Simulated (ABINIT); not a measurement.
**MoS2 (P6_3/mmc): G0W0 with ABINIT, start to end**

Wanted: ground state, empty states, screening and self-energy for MoS2 (P6_3/mmc).

Calculated with ABINIT 10.8.3; LDA and many-body steps on it, plane waves.

The database entry behind the starting cell differs from later determinations by our own check (about 0.3 % long), so it need not match the best structure at ambient conditions.

## 1. The structure

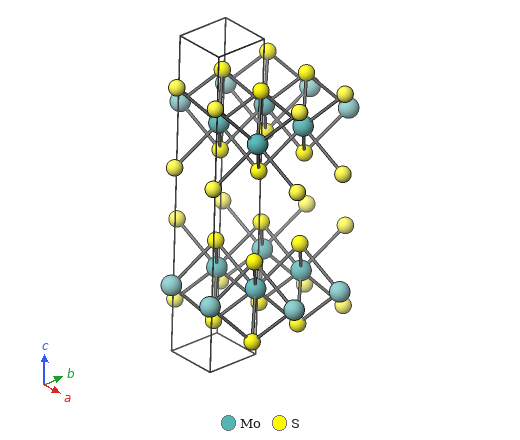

The starting structure, seen slightly off an axis (molybdenum teal, sulfur yellow). 2×2×1 cells are drawn. Some periodic images of atoms are drawn too.

Coordinates:

```cif
data_structure
_symmetry_space_group_name_H-M 'P6_3/mmc'
_symmetry_Int_Tables_number 194
_cell_length_a 3.1690
_cell_length_b 3.1690
_cell_length_c 12.3240
_cell_angle_alpha 90.000
_cell_angle_beta 90.000
_cell_angle_gamma 120.000
_cell_volume 107.18
loop_
_atom_site_label
_atom_site_type_symbol
_atom_site_symmetry_multiplicity
_atom_site_Wyckoff_symbol
_atom_site_fract_x
_atom_site_fract_y
_atom_site_fract_z
_atom_site_occupancy
Mo1 Mo 2 c 0.33333 0.66667 0.25000 1
S1 S 4 f 0.33333 0.66667 0.62300 1
```

The cell and positions come from the Crystallography Open Database and are kept as given unless a step says otherwise.

## 2. Ground state

This step: ABINIT 10.8.3; DFT, LDA, plane waves, norm-conserving pseudopotentials.

The ground-state density comes first.

run.abi reads:

```
acell 3*1.0 Angstrom
rprim 
  3.169000000004 -0.000000000001 0.000000000000
  -1.584500000001 2.744434504597 0.000000000000
  0.000000000000 0.000000000000 12.324000000000
ntypat 2
znucl 42 16
natom 6
typat 1 1 2 2 2 2
xred 
  0.333333333333 0.666666666667 0.250000000000
  0.666666666667 0.333333333333 0.750000000000
  0.333333333333 0.666666666667 0.623000000000
  0.666666666667 0.333333333333 0.123000000000
  0.333333333333 0.666666666667 0.877000000000
  0.666666666667 0.333333333333 0.377000000000
pp_dirpath "pseudos"
pseudos "Mo.upf, S.upf"
ecut 36
ngkpt 6 6 2
nshiftk 1
shiftk 0 0 0
kptopt 1
chksymbreak 0
nband 33
occopt 1
tolvrs 1e-10
nstep 60
prtwf 0
optforces 0
optstress 0
indata_prefix "in"
outdata_prefix "out"
tmpdata_prefix "tmp"
```

Launch:

```
$ OMP_NUM_THREADS=1 mpirun -n 4 abinit run.abi > log
```

Numbers of over 12 decimals in the logs are rounded to 6 here.

The program printed:

```text
.Version 10.8.3 of ABINIT. v10.8.2 released Aug 2026.

 Symmetries : space group P6_3/m m c (#194); Bravais hP (primitive hexag.)
================================================================================
 Values of the parameters that define the memory need of the present run
     intxc =       0    ionmov =       0      iscf =       7    lmnmax =       6
     lnmax =       6     mgfft =     128  mpssoang =       3    mqgrid =    6291
     natom =       6  nloc_mem =       1    nspden =       1   nspinor =       1
    nsppol =       1      nsym =      24    n1xccc =    2501    ntypat =       2
    occopt =       1   xclevel =       1
-    mband =          33        mffmem =           1         mkmem =           4
       mpw =        7490          nfft =      165888          nkpt =          14
================================================================================
  Rough estimation (10% accuracy) of disk space for files :
================================================================================

--------------------------------------------------------------------------------
------------- Echo of variables that govern the present computation ------------
--------------------------------------------------------------------------------
 -outvars: echo values of preprocessed input variables --------
            acell      1.8897261259E+00  1.8897261259E+00  1.8897261259E+00 Bohr

      chksymbreak           0
             ecut      3.60000000E+01 Hartree
-          fftalg         312

              ixc       -1012
              kpt      0.00000000E+00  0.00000000E+00  0.00000000E+00
                       1.66666667E-01  0.00000000E+00  0.00000000E+00
                       3.33333333E-01  0.00000000E+00  0.00000000E+00
                       5.00000000E-01  0.00000000E+00  0.00000000E+00
                       1.66666667E-01  1.66666667E-01  0.00000000E+00
                       3.33333333E-01  1.66666667E-01  0.00000000E+00
                       3.33333333E-01  3.33333333E-01  0.00000000E+00
                       0.00000000E+00  0.00000000E+00  5.00000000E-01
                       1.66666667E-01  0.00000000E+00  5.00000000E-01
                       3.33333333E-01  0.00000000E+00  5.00000000E-01
                       5.00000000E-01  0.00000000E+00  5.00000000E-01
[...]
kptrlatt        6    0    0      0    6    0      0    0    2
          kptrlen      3.59312526E+01
P           mkmem           4
            natom           6
            nband          33
            ngfft          36      36     128
             nkpt          14
            nstep          60
             nsym          24
           ntypat           2
              occ      2.000000  2.000000  2.000000  2.000000  2.000000  2.000000
                       2.000000  2.000000  2.000000  2.000000  2.000000  2.000000
                       2.000000  2.000000  2.000000  2.000000  2.000000  2.000000
                       2.000000  2.000000  2.000000  2.000000  2.000000  2.000000
                       2.000000  2.000000  0.000000  0.000000  0.000000  0.000000
[...]
optforces           0
        optstress           0
            prtwf           0
            rprim      3.1690000000E+00 -1.0000000000E-12  0.0000000000E+00
[...]
spgroup         194

           tolvrs      1.00000000E-10

             xred      3.3333333333E-01  6.6666666667E-01  2.5000000000E-01
[...]
znucl       42.00000   16.00000

================================================================================

 chkinp: Checking input parameters for consistency.

================================================================================
== DATASET  1 ==================================================================
-   mpi_nproc: 4, omp_nthreads: 1 (-1 if OMP is not activated)

--- !DatasetInfo
iteration_state: {dtset: 1, }
dimensions: {natom: 6, nkpt: 14, mband: 33, nsppol: 1, nspinor: 1, nspden: 1, mpw: 7490, }
cutoff_energies: {ecut:  36.0, pawecutdg:  -1.0, }
electrons: {nelect:   5.20000000E+01, charge:   0.00000000E+00, occopt:   1.00000000E+00, tsmear:   1.00000000E-02, }

 Real(R)+Recip(G) space primitive vectors, cartesian coordinates (Bohr,Bohr^-1):
 R(1)=  5.9885421  0.0000000  0.0000000  G(1)=  0.1669856  0.0964092  0.0000000
 R(2)= -2.9942710  5.1862296  0.0000000  G(2)=  0.0000000  0.1928183  0.0000000
 R(3)=  0.0000000  0.0000000 23.2889848  G(3)=  0.0000000  0.0000000  0.0429388
 Unit cell volume ucvol=  7.2330822E+02 bohr^3
 Angles (23,13,12)=  9.00000000E+01  9.00000000E+01  1.20000000E+02 degrees

 getcut: wavevector=  0.0000  0.0000  0.0000  ngfft=  36  36 128
         ecut(hartree)=     36.000   => boxcut(ratio)=   2.03490

--- Pseudopotential description ------------------------------------------------
- Mo Generated using ONCVPSP code by D. R. Hamann
- 42.00000  14.00000  180309                  znucl, zion, pspdat
12 -1012 2 -1 1602                            pspcod,pspxc,lmax,lloc,mmax
     nproj     2     2     2
  pspatm : epsatm=   15.87300509
         --- l  ekb(1:nproj) -->
[...]
pspatm: atomic psp has been read  and splines computed

- S Generated using ONCVPSP code by D. R. Hamann
- 16.00000   6.00000  180309                  znucl, zion, pspdat
12 -1012 2 -1 1132                            pspcod,pspxc,lmax,lloc,mmax
     nproj     2     2     2
  pspatm : epsatm=    8.64647033
         --- l  ekb(1:nproj) -->
[...]
pspatm: atomic psp has been read  and splines computed

   3.44925836E+03                                ecore*ucvol(ha*bohr**3)
--------------------------------------------------------------------------------

_setup2: Arith. and geom. avg. npw (full set) are    7464.403    7464.370

================================================================================

--- !BeginCycle
iteration_state: {dtset: 1, }
solver: {iscf: 7, nstep: 60, nline: 4, wfoptalg: 0, }
tolerances: {tolvrs: 1.00E-10, }

     iter   Etot(hartree)      deltaE(h)  residm     vres2
 ETOT  1  -184.64300100378    -1.846E+02 9.662E-02 3.079E+03
 ETOT  2  -182.81473883850     1.828E+00 3.683E-02 2.653E+04
 ETOT  3  -185.18626197076    -2.372E+00 1.031E-02 3.550E+00
 ETOT  4  -185.18833519732    -2.073E-03 3.590E-03 5.646E+00
 ETOT  5  -185.18865175892    -3.166E-04 4.085E-04 5.644E-01
 ETOT  6  -185.18872246458    -7.071E-05 4.533E-04 1.478E-01
 ETOT  7  -185.18873054673    -8.082E-06 2.344E-04 2.028E-04
 ETOT  8  -185.18873058507    -3.834E-08 3.221E-04 1.077E-05
 ETOT  9  -185.18873058692    -1.847E-09 1.661E-04 4.379E-06
 ETOT 10  -185.18873058718    -2.630E-10 2.203E-04 1.333E-07
 ETOT 11  -185.18873058718    -5.684E-12 1.117E-04 1.019E-08
 ETOT 12  -185.18873058721    -2.331E-11 1.893E-04 1.676E-11

 At SCF step   12       vres2   =  1.68E-11 < tolvrs=  1.00E-10 =>converged.

--- !ResultsGS
iteration_state: {dtset: 1, }
comment   : Summary of ground state results
lattice_vectors:
- [  5.9885421,  -0.0000000,   0.0000000, ]
- [ -2.9942710,   5.1862296,   0.0000000, ]
- [  0.0000000,   0.0000000,  23.2889848, ]
lattice_lengths: [   5.98854,    5.98854,   23.28898, ]
lattice_angles: [ 90.000,  90.000, 120.000, ] # degrees, (23, 13, 12)
lattice_volume:   7.2330822E+02
convergence: {deltae: -2.331E-11, res2:  1.676E-11, residm:  1.893E-04, diffor:  0.000E+00, }
etotal    :  -1.85188731E+02
entropy   :   0.00000000E+00
fermie    :   3.03866916E-01
cartesian_stress_tensor: null
pressure_GPa: null
xred      :
- [  3.3333E-01,   6.6667E-01,   2.5000E-01, Mo]
- [  6.6667E-01,   3.3333E-01,   7.5000E-01, Mo]
- [  3.3333E-01,   6.6667E-01,   6.2300E-01,  S]
- [  6.6667E-01,   3.3333E-01,   1.2300E-01,  S]
- [  3.3333E-01,   6.6667E-01,   8.7700E-01,  S]
- [  6.6667E-01,   3.3333E-01,   3.7700E-01,  S]
cartesian_forces: null
force_length_stats: {min: null, max: null, mean: null, }

 Integrated electronic density in atomic spheres:
 ------------------------------------------------
 Atom  Sphere_radius  Integrated_density
[...]
================================================================================

 ----iterations are completed or convergence reached----

 Mean square residual over all n,k,spin=   14.415E-07; max=  18.928E-05
 reduced coordinates (array xred) for    6 atoms
[...]
0.666666666667      0.333333333333      0.750000000000
       0.333333333333      0.666666666667      0.623000000000
       0.666666666667      0.333333333333      0.123000000000
       0.333333333333      0.666666666667      0.877000000000
       0.666666666667      0.333333333333      0.377000000000
 rms dE/dt=  0.0000E+00; max dE/dt=  0.0000E+00; dE/dt below (all hartree)
    1       0.000000000000      0.000000000000      0.000000000000
    2       0.000000000000      0.000000000000      0.000000000000
    3       0.000000000000      0.000000000000      0.000000000000
    4       0.000000000000      0.000000000000      0.000000000000
    5       0.000000000000      0.000000000000      0.000000000000
    6       0.000000000000      0.000000000000      0.000000000000

 cartesian coordinates (angstrom) at end:
    1      6.7e-13     1.829623     3.081000
    2      1.584500     0.914812     9.243000
    3      6.7e-13     1.829623     7.677852
    4      1.584500     0.914812     1.515852
    5      6.7e-13     1.829623    10.808148
    6      1.584500     0.914812     4.646148
 length scales=  1.889726125908  1.889726125908  1.889726125908 bohr
              =  1.000000000000  1.000000000000  1.000000000000 angstroms
 prteigrs : about to open file out_EIG
 Fermi (or HOMO) energy (hartree) =   0.30387   Average Vxc (hartree)=  -0.41409
 Eigenvalues (hartree) for nkpt=  14  k points:
 kpt#   1, nband= 33, wtk=  0.01389, kpt=  0.0000  0.0000  0.0000 (reduced coord)
  -1.95207   -1.95207   -1.00449   -1.00449   -0.99570   -0.99570   -0.99570   -0.99570
  -0.24432   -0.23414   -0.19945   -0.18263    0.05009    0.08930    0.17341    0.18312
   0.18312    0.18359    0.18359    0.22356    0.22356    0.22528    0.22528    0.25972
   0.26124    0.30387    0.38042    0.38064    0.38143    0.38155    0.38687    0.38705
   0.39332
 prteigrs : prtvol=0 or 1, do not print more k-points.

--- !EnergyTerms
iteration_state     : {dtset: 1, }
comment             : Components of total free energy in Hartree
kinetic             :  5.99278736966911E+01
hartree             :  5.39874539839537E+01
xc                  : -3.32316608945557E+01
Ewald energy        : -1.19847493795111E+02
psp_core            :  4.76872549628624E+00
local_psp           : -1.74117323575824E+02
non_local_psp       :  2.33236945013513E+01
total_energy        : -1.85188730587208E+02
total_energy_eV     : -5.03924207641143E+03
band_energy         : -1.64503047837956E+01

== END DATASET(S) ==============================================================
================================================================================

 -outvars: echo values of variables after computation  --------
           etotal     -1.8518873059E+02
            nband          33
             nkpt          14
          spgroup         194
 [... the other variables as echoed above ...]

 Calculation completed.
```

Run time: 46 s. Hardware: 4 MPI ranks of Arm Neoverse V1, shared host; peak memory 0.43 GiB; 3 min of CPU time.

This step gave:

| Quantity | Value |
| --- | --- |
| total energy | -5039.2421 eV |
| gap | 0.8172 eV |
| k of the valence top | 0, 0, 0 |
| k of the conduction bottom | 0.1667, 0.1667, 0 |
| least direct gap | 1.648 eV |

The gap is indirect, with the least direct gap 0.83 eV higher.

(Part 1 of 3 ends here.)

[Paths, hosts, dates, memory and timing lines, banners, echoed tables and standing remarks are left out of the program output.]

[Logs are printed without paths, hosts, clocks, repeated set-up lines and the standing remarks that a program may print on its own settings, such as how far it seeks lower states.]

[Runs of the session that timed out or met a known fault of the program may be left out.]

[Hosts, paths, dates, database ids (printed as entryN), source tags and the programs' standing remarks are cut or masked in the printed files.]

[G0W0 gaps are taken among the corrected bands and points alone; a level outside them can change the order at an edge.]

[Where Ansatz stands beside ABINIT at settings called matched, ABINIT's density can come from a denser mesh and the files from another edition; pairs whose starting gaps differed by over 0.03 eV were left out, so agreement reads better than it is.]
